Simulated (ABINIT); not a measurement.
# CaO (Lime): changed settings of a GW run in ABINIT

A base run on CaO (Lime), then changed inputs.

Method: PBE and many-body steps on it, plane waves, in ABINIT 10.8.3.

### Step 1. Set-up

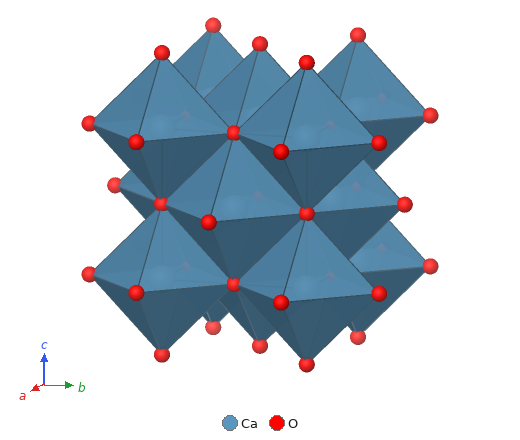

The starting structure, seen slightly off an axis (calcium blue, oxygen red). This picture shows the conventional cell, with its axes. Some periodic images of atoms are drawn too.

The cell and positions come from the Crystallography Open Database and are kept as given unless a step says otherwise.

### Step 2. Screening, 6×6×6 mesh, 243 bands, screening to 304.8 eV

This step: ABINIT 10.8.3; RPA screening on PBE, plane waves, norm-conserving pseudopotentials.

The RPA dielectric matrix is built and inverted for each q.

Contents of run.abi:

```
acell 3*1.0 Angstrom
rprim 
  -0.000000000000 2.406500000000 2.406500000000
  2.406500000000 -0.000000000000 2.406500000000
  2.406500000000 2.406500000000 -0.000000000000
ntypat 2
znucl 20 8
natom 2
typat 1 2
xred 
  0.000000000000 0.000000000000 0.000000000000
  0.500000000000 0.500000000000 0.500000000000
pp_dirpath "pseudos"
pseudos "Ca.upf, O.upf"
ecut 36
ngkpt 6 6 6
nshiftk 1
shiftk 0 0 0
kptopt 1
chksymbreak 0
istwfk *1
occopt 1
irdwfk 1
optdriver 3
nband 243
ecuteps 11.2
inclvkb 2
awtr 1
symchi 1
indata_prefix "in"
outdata_prefix "out"
tmpdata_prefix "tmp"
```

On the command line:

```
OMP_NUM_THREADS=1 mpirun -n 4 abinit run.abi > log
```

Output:

```text
.Version 10.8.3 of ABINIT. v10.8.2 released Aug 2026.

 Symmetries : space group Fm -3 m (#225); Bravais cF (face-center cubic)
[... echo of the input left out ...]
== DATASET  1 ==================================================================
-   mpi_nproc: 4, omp_nthreads: 1 (-1 if OMP is not activated)

--- !DatasetInfo
iteration_state: {dtset: 1, }
dimensions: {natom: 2, nkpt: 16, mband: 243, nsppol: 1, nspinor: 1, nspden: 1, mpw: 1964, }
cutoff_energies: {ecut:  36.0, pawecutdg:  -1.0, }
electrons: {nelect:   1.60000000E+01, charge:   0.00000000E+00, occopt:   1.00000000E+00, tsmear:   1.00000000E-02, }

 SCREENING: Calculation of the susceptibility and dielectric matrices

 Based on a program developped by R.W. Godby, V. Olevano, G. Onida, and L. Reining.
 Incorporated in ABINIT by V. Olevano, G.-M. Rignanese, and M. Torrent.
.Using double precision arithmetic ; gwpc =  8

[... cell and pseudopotentials left out ...]
--------------------------------------------------------------------------------

 ==== K-mesh for the wavefunctions ====
 Number of points in the irreducible wedge :    16
[... list of points left out ...]
 Together with 48 symmetry operations and time-reversal symmetry
 yields   216 points in the full Brillouin Zone.

 ==== Q-mesh for the screening function ====
 Number of points in the irreducible wedge :    16
[... list of points left out ...]
 Together with 48 symmetry operations and time-reversal symmetry
 yields   216 points in the full Brillouin Zone.

 setmesh: FFT mesh size selected  =    27x   27x   27
          total number of points  =        19683

 vcoul_init : cutoff-mode = AUXILIARY_FUNCTION
 q-points for optical limit:   1
     1)      0.000010    0.000020    0.000030

- screening: taking advantage of time-reversal symmetry
- Maximum band index for partially occupied states nbvw = 8
- Remaining bands to be divided among processors   nbcw = 235
- Number of bands treated by each node ~58

 Number of electrons calculated from density =   16.0000; Expected =   16.0000
 average of density, n =  0.085062
 r_s =    1.4106
 omega_plasma =   28.1335 [eV]

 calculating chi0 at frequencies [eV] :
  1    0.000000E+00    0.000000E+00
  2    0.000000E+00    2.813348E+01

--------------------------------------------------------------------------------
  q-point number  1        q = ( 0.000000, 0.000000, 0.000000) [r.l.u.]
--------------------------------------------------------------------------------
[... chi0 elements left out ...]
 For q-point:  0.000010 0.000020 0.000030
  dielectric constant =   3.5646
  dielectric constant without local fields =   3.9237

  Average fulfillment of the sum rule on Im[epsilon] for q-point    1 :     86.88  [%]
[... wings left out ...]
  q-point number  2        q = ( 0.166667, 0.000000, 0.000000) [r.l.u.]
--------------------------------------------------------------------------------
[... chi0 elements left out ...]
  Average fulfillment of the sum rule on Im[epsilon] for q-point    2 :     89.79  [%]

 [... 14 further q-points ...]
```

The job ended after 6.3 min (4 MPI ranks of Arm Neoverse V1, shared host; peak memory 1.9 GiB).

This step gave:

```yaml
eps_infinity_with_local_fields_on_this_mesh_along_the_program_s_q_direction: 3.565
the_same_without_local_fields: 3.924
plasma_frequency: 28.13 eV
plane_waves_in_the_screening_matrix: 331
```

Local fields lower ε∞ by 9 %.

### Step 3. Base

The self-energy is evaluated for the states that the input lists, and the levels follow from it, in one-shot runs by the linearised quasiparticle equation.

This step: G0W0 on PBE, plane waves, norm-conserving pseudopotentials.

Changes to run.abi since step 2:

```diff
@@ -23,8 +23,17 @@
 irdwfk 1
-optdriver 3
+optdriver 4
 nband 243
+gwcalctyp 0
+ecutsigx 36
+symsigma 1
+nkptgw 2
+kptgw 
+  0.0000000000 0.0000000000 0.0000000000
+  0.5000000000 0.5000000000 0.0000000000
+bdgw 
+  6 12
+  7 10
 ecuteps 11.2
-inclvkb 2
-awtr 1
-symchi 1
+irdscr 1
+ppmodel 1
 indata_prefix "in"
```

Output:

```text
.Version 10.8.3 of ABINIT. v10.8.2 released Aug 2026.

 Symmetries : space group Fm -3 m (#225); Bravais cF (face-center cubic)
[... echo of the input left out ...]
== DATASET  1 ==================================================================
-   mpi_nproc: 4, omp_nthreads: 1 (-1 if OMP is not activated)

--- !DatasetInfo
iteration_state: {dtset: 1, }
dimensions: {natom: 2, nkpt: 16, mband: 243, nsppol: 1, nspinor: 1, nspden: 1, mpw: 1964, }
cutoff_energies: {ecut:  36.0, pawecutdg:  -1.0, }
electrons: {nelect:   1.60000000E+01, charge:   0.00000000E+00, occopt:   1.00000000E+00, tsmear:   1.00000000E-02, }

 SIGMA: Calculation of the GW corrections

 Based on a program developped by R.W. Godby, V. Olevano, G. Onida, and L. Reining.
 Incorporated in ABINIT by V. Olevano, G.-M. Rignanese, and M. Torrent.
.Using double precision arithmetic ; gwpc =  8

[... cell and pseudopotentials left out ...]
--------------------------------------------------------------------------------

 ==== K-mesh for the wavefunctions ====
 Number of points in the irreducible wedge :    16
[... list of points left out ...]
 Together with 48 symmetry operations and time-reversal symmetry
 yields   216 points in the full Brillouin Zone.

 ==== Q-mesh for screening function ====
 Number of points in the irreducible wedge :    16
[... list of points left out ...]
 Together with 48 symmetry operations and time-reversal symmetry
 yields   216 points in the full Brillouin Zone.

 vcoul_init : cutoff-mode = AUXILIARY_FUNCTION
 q-points for optical limit:   1
     1)      0.000010    0.000020    0.000030
 setmesh: FFT mesh size selected  =    36x   36x   36
          total number of points  =        46656

 Number of electrons calculated from density =   16.0000; Expected =   16.0000
 average of density, n =  0.085062
 r_s =    1.4106
 omega_plasma =   28.1335 [eV]

 === KS Band Gaps ===
  >>>> For spin  1
   Minimum direct gap =   4.0368 [eV], located at k-point      :   0.5000  0.5000  0.0000
   Fundamental gap    =   3.6624 [eV], Top of valence bands at :   0.0000  0.0000  0.0000
                                       Bottom of conduction at :   0.5000  0.5000  0.0000
 SIGMA fundamental parameters:
 PLASMON POLE MODEL  1
 number of plane-waves for SigmaX                 1917
 number of plane-waves for SigmaC and W            331
 number of plane-waves for wavefunctions          1917
 number of bands                                   243
 number of independent spin polarizations            1
 number of spinorial components                      1
 number of k-points in IBZ                          16
 number of q-points in IBZ                          16
 number of symmetry operations                      48
 number of k-points in BZ                          216
 number of q-points in BZ                          216
 number of frequencies for dSigma/dE                 9
 frequency step for dSigma/dE [eV]                0.25
 number of omega for Sigma on real axis              0
 max omega for Sigma on real axis  [eV]           0.00
 zcut for avoiding poles [eV]                     0.10

 EPSILON^-1 parameters (SCR file):
 dimension of the eps^-1 matrix on file            331
 dimension of the eps^-1 matrix used               331
 number of plane-waves for wavefunctions          1917
 number of bands                                   243
 number of q-points in IBZ                          16
 number of frequencies                               2
 number of real frequencies                          1
 number of imag frequencies                          1

 matrix elements of self-energy operator (all in [eV])

 Perturbative Calculation

--- !SelfEnergy_ee
iteration_state: {dtset: 1, }
kpoint     : [   0.000,    0.000,    0.000, ]
spin       : 1
KS_gap     :    4.714
QP_gap     :    6.290
Delta_QP_KS:    1.576
data: !SigmaeeData |
     Band     E0 <VxcDFT>   SigX SigC(E0)      Z dSigC/dE  Sig(E)    E-E0       E
        6   5.064 -19.387 -24.633   3.786   0.778  -0.285 -20.523  -1.136   3.928
        7   5.064 -19.387 -24.633   3.786   0.778  -0.285 -20.523  -1.136   3.928
        8   5.064 -19.387 -24.633   3.786   0.778  -0.285 -20.523  -1.136   3.928
        9   9.779 -10.893  -6.430  -3.941   0.843  -0.186 -10.453   0.440  10.219
       10  11.292 -13.900  -7.002  -4.868   0.841  -0.189 -12.193   1.707  12.999
       11  11.292 -13.900  -7.002  -4.868   0.841  -0.189 -12.193   1.707  12.999
       12  11.292 -13.900  -7.002  -4.868   0.841  -0.189 -12.193   1.707  12.999

--- !SelfEnergy_ee
iteration_state: {dtset: 1, }
kpoint     : [   0.500,    0.500,    0.000, ]
spin       : 1
KS_gap     :    4.037
QP_gap     :    6.360
Delta_QP_KS:    2.324
data: !SigmaeeData |
     Band     E0 <VxcDFT>   SigX SigC(E0)      Z dSigC/dE  Sig(E)    E-E0       E
        7   4.690 -18.916 -24.314   3.805   0.778  -0.286 -20.155  -1.240   3.450
        8   4.690 -18.916 -24.314   3.805   0.778  -0.286 -20.155  -1.240   3.450
        9   8.727 -11.430  -5.899  -4.255   0.850  -0.177 -10.346   1.084   9.811
       10  13.087 -16.112  -8.832  -5.007   0.832  -0.202 -14.221   1.891  14.978

== END DATASET(S) ==============================================================
================================================================================

 -outvars: echo values of variables after computation  --------
           etotal      0.0000000000E+00
            nband         243
             nkpt          16
          spgroup         225
 [... the other variables as echoed above ...]

 Calculation completed.
```

The job ended after 76 s (4 MPI ranks; peak memory 2.1 GiB; 5.1 min of CPU time).

Numbers from this step:

```
G0W0 gap on the points computed              : 5.883 eV
starting gap on the mesh                     : 3.662 eV
k of the valence top                         : 0, 0, 0
k of the conduction bottom                   : 0.5, 0.5, 0
Z at the valence top                         : 0.778
Z at the conduction bottom                   : 0.85
least direct G0W0 gap on the computed points : 6.291 eV
```

The gap on the mesh goes from 3.66 eV to 5.88 eV, a correction of +2.22 eV.

### Step 4. Coulomb singularity

Changes to run.abi since step 3:

```diff
@@ -38,2 +38,3 @@
 ppmodel 1
+gw_icutcoul 0
 indata_prefix "in"
```

Output:

```text
.Version 10.8.3 of ABINIT. v10.8.2 released Aug 2026.

 Symmetries : space group Fm -3 m (#225); Bravais cF (face-center cubic)
[... echo of the input left out ...]
== DATASET  1 ==================================================================
-   mpi_nproc: 4, omp_nthreads: 1 (-1 if OMP is not activated)

--- !DatasetInfo
iteration_state: {dtset: 1, }
dimensions: {natom: 2, nkpt: 16, mband: 243, nsppol: 1, nspinor: 1, nspden: 1, mpw: 1964, }
cutoff_energies: {ecut:  36.0, pawecutdg:  -1.0, }
electrons: {nelect:   1.60000000E+01, charge:   0.00000000E+00, occopt:   1.00000000E+00, tsmear:   1.00000000E-02, }

 SIGMA: Calculation of the GW corrections

 Based on a program developped by R.W. Godby, V. Olevano, G. Onida, and L. Reining.
 Incorporated in ABINIT by V. Olevano, G.-M. Rignanese, and M. Torrent.
.Using double precision arithmetic ; gwpc =  8

[... cell and pseudopotentials left out ...]
--------------------------------------------------------------------------------

 ==== K-mesh for the wavefunctions ====
 Number of points in the irreducible wedge :    16
[... list of points left out ...]
 Together with 48 symmetry operations and time-reversal symmetry
 yields   216 points in the full Brillouin Zone.

 ==== Q-mesh for screening function ====
 Number of points in the irreducible wedge :    16
[... list of points left out ...]
 Together with 48 symmetry operations and time-reversal symmetry
 yields   216 points in the full Brillouin Zone.

 === Spherical cutoff ===

  Cutoff radius .........    21.3263 [Bohr]
  Volume of the sphere ..   40629.17 [Bohr^3]
 q-points for optical limit:   1
     1)      0.000010    0.000020    0.000030
 setmesh: FFT mesh size selected  =    36x   36x   36
          total number of points  =        46656

[...]
number of omega for Sigma on real axis              0
 max omega for Sigma on real axis  [eV]           0.00
 zcut for avoiding poles [eV]                     0.10

 EPSILON^-1 parameters (SCR file):
 dimension of the eps^-1 matrix on file            331
 dimension of the eps^-1 matrix used               331
 number of plane-waves for wavefunctions          1917
 number of bands                                   243
 number of q-points in IBZ                          16
 number of frequencies                               2
 number of real frequencies                          1
 number of imag frequencies                          1

 matrix elements of self-energy operator (all in [eV])

 Perturbative Calculation

--- !SelfEnergy_ee
iteration_state: {dtset: 1, }
kpoint     : [   0.000,    0.000,    0.000, ]
spin       : 1
KS_gap     :    4.714
QP_gap     :    6.270
Delta_QP_KS:    1.556
data: !SigmaeeData |
     Band     E0 <VxcDFT>   SigX SigC(E0)      Z dSigC/dE  Sig(E)    E-E0       E
        6   5.064 -19.387 -24.641   3.666   0.789  -0.267 -20.641  -1.253   3.811
        7   5.064 -19.387 -24.641   3.666   0.789  -0.267 -20.641  -1.253   3.811
        8   5.064 -19.387 -24.641   3.666   0.789  -0.267 -20.641  -1.253   3.811
[...]
--- !SelfEnergy_ee
iteration_state: {dtset: 1, }
kpoint     : [   0.500,    0.500,    0.000, ]
spin       : 1
KS_gap     :    4.037
QP_gap     :    6.398
Delta_QP_KS:    2.361
data: !SigmaeeData |
     Band     E0 <VxcDFT>   SigX SigC(E0)      Z dSigC/dE  Sig(E)    E-E0       E
[...]
9   8.727 -11.430  -5.915  -4.335   0.850  -0.177 -10.427   1.003   9.730
       10  13.087 -16.112  -8.839  -4.954   0.834  -0.199 -14.179   1.933  15.020

== END DATASET(S) ==============================================================
================================================================================

 -outvars: echo values of variables after computation  --------
           etotal      0.0000000000E+00
            nband         243
             nkpt          16
          spgroup         225
 [... the other variables as echoed above ...]

 Calculation completed.
```

Run time: 77 s. Hardware: 4 MPI ranks; peak memory 2.1 GiB.

Numbers from this step:

| Property | Result |
| --- | --- |
| G0W0 gap on the points computed | 5.919 eV |
| starting gap on the mesh | 3.662 eV |
| k of the valence top | 0, 0, 0 |
| k of the conduction bottom | 0.5, 0.5, 0 |
| Z at the valence top | 0.789 |
| Z at the conduction bottom | 0.85 |
| least direct G0W0 gap on the computed points | 6.271 eV |

Against G0W0 in ABINIT (6×6×6 mesh, 243 bands, screening to 304.8 eV, Godby-Needs plasmon pole), the gap moves by +0.036 eV.

### Step 5. The runs together

Times are wall times on 4 MPI ranks of Arm Neoverse V1, shared host, good to a factor of about two. A run's time includes the screening step that it read.

```
                run   mesh  bands  screening cutoff (eV)  DFT gap (eV)  gap on the mesh (eV)  direct (eV)  ε∞ used     time
               base  6×6×6    243                  304.8         3.662                 5.883        6.291     3.56  7.6 min
Coulomb singularity  6×6×6    243                  304.8         3.662                 5.919        6.271     3.56  7.6 min
```

### Step 6. What came out

* base: 5.883 eV
* Coulomb singularity: 5.919 eV
* known limits: not at the basis limit

What this shows: Coulomb singularity: +0.036 eV against base (keys changed: gw_icutcoul). Bands and cutoff are finite, so the gap is not at the basis limit. The miss can reach some tenths of an eV and take either sign; the mesh is an error of its own. In the G0W0 runs levels were corrected at 2 k points alone, so a gap called «on the mesh» is the least over those, and an edge elsewhere would be missed.

[Paths, hosts, dates, memory and timing lines, banners, echoed tables and standing remarks are left out of the program output.]

[Logs are printed without paths, hosts, clocks, repeated set-up lines and the standing remarks that a program may print on its own settings, such as how far it seeks lower states.]

[Runs of the session that timed out or met a known fault of the program may be left out.]

[Hosts, paths, dates, database ids (printed as entryN), source tags and the programs' standing remarks are cut or masked in the printed files.]

[G0W0 gaps are taken among the corrected bands and points alone; a level outside them can change the order at an edge.]

[Where Ansatz stands beside ABINIT at settings called matched, ABINIT's density can come from a denser mesh and the files from another edition; pairs whose starting gaps differed by over 0.03 eV were left out, so agreement reads better than it is.]
